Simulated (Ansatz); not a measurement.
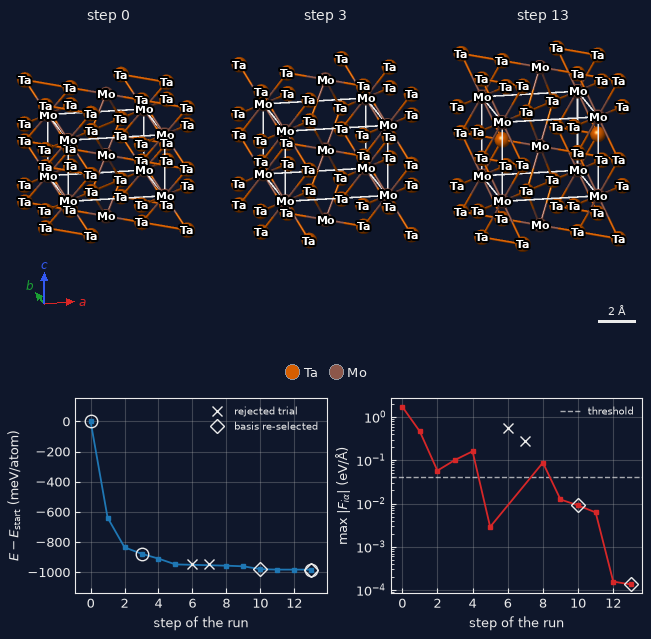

Frames of a relaxation of crystalline Ta2Mo (built on the rutile_136 type) (coarse preliminary run), marked on the history of the run. Style: ball-and-stick. Shown: the cell of the calculation, slightly off an axis.

Case: rutile type (P4_2/mnm, No. 136).

Computed with DFT PBE, scalar-relativistic, plane waves, PAW in Ansatz 0.2.0. Settings: plane-wave cutoff 420 eV; k-point mesh 4 × 4 × 6; occupations gaussian; smearing width 0.1 eV; no spin polarisation; cell and atoms relaxed; force threshold 0.04 eV/Å; at most 70 steps.

What happens along the run?

After 9 accepted moves (13 points after the start) the energy has fallen by 982 meV per atom. The largest force component goes from 1.7 to 0.00014 eV/Å. Pressure: 62.88 GPa at the start and −0.03 GPa at the end. The line search rejected the trial steps at points 6, 7 of the run. At 2 points the geometry stayed and the basis and grid were re-selected for the new cell (energy shift of 18.8 meV per atom at most each time). The largest moves relative to the cell, 0.14 Å, are those of Ta atoms. Mo stays in place. The volume changes by +27.9 %, with a = b 5.414 → 5.385 Å (−0.5 %), c 3.487 → 4.509 Å (+29.3 %). Some distances before and after: Mo–Ta 2.291 → 2.623 Å, Ta–Ta 3.277 → 3.601 Å, Ta–Ta 2.971 → 2.682 Å, Mo–Ta 2.343 → 2.467 Å. Among the angles between lasting bonds that change: Ta–Mo–Ta 99.1° → 118.5°, Ta–Mo–Ta 80.9° → 61.5°, Mo–Ta–Mo 99.1° → 118.5°. The space group stays P4_2/mnm (No. 136). Cost: 120 s on 1 thread of Arm Neoverse V1, with other jobs on the host, peak memory 0.44 GiB. From step 0 to 3: volume +29.2 %, energy −877 meV per atom. From step 3 to 13: Ta atoms move most (0.13 Å), volume −1.0 %, energy −105 meV per atom.

| step | E − E(0), meV/atom | largest force component, eV/Å | pressure, GPa | volume, Å³/atom | note |
| --- | --- | --- | --- | --- | --- |
| 0 | 0.00 | 1.7328 | 62.88 | 17.038 |  |
| 1 | -637.63 | 0.4642 | 25.83 | 19.289 |  |
| 2 | -834.53 | 0.0575 | 7.46 | 21.168 |  |
| 3 | -876.98 | 0.1015 | 1.33 | 22.007 |  |
| 4 | -909.32 | 0.1610 | -1.02 | 22.294 |  |
| 5 | -947.66 | 0.0029 | -2.00 | 22.234 |  |
| 6 | -945.31 | 0.5556 | -1.56 | 21.879 | rejected |
| 7 | -947.67 | 0.2807 | 4.49 | 21.211 | rejected |
| 8 | -956.18 | 0.0882 | -0.33 | 21.888 |  |
| 9 | -960.29 | 0.0124 | -0.02 | 21.706 |  |
| 10 | -979.12 | 0.0091 | 1.04 | 21.706 | same geometry, new basis |
| 11 | -982.20 | 0.0062 | 0.19 | 21.770 |  |
| 12 | -982.27 | 0.0002 | -0.03 | 21.794 |  |
| 13 | -982.31 | 0.0001 | -0.03 | 21.794 | same geometry, new basis |
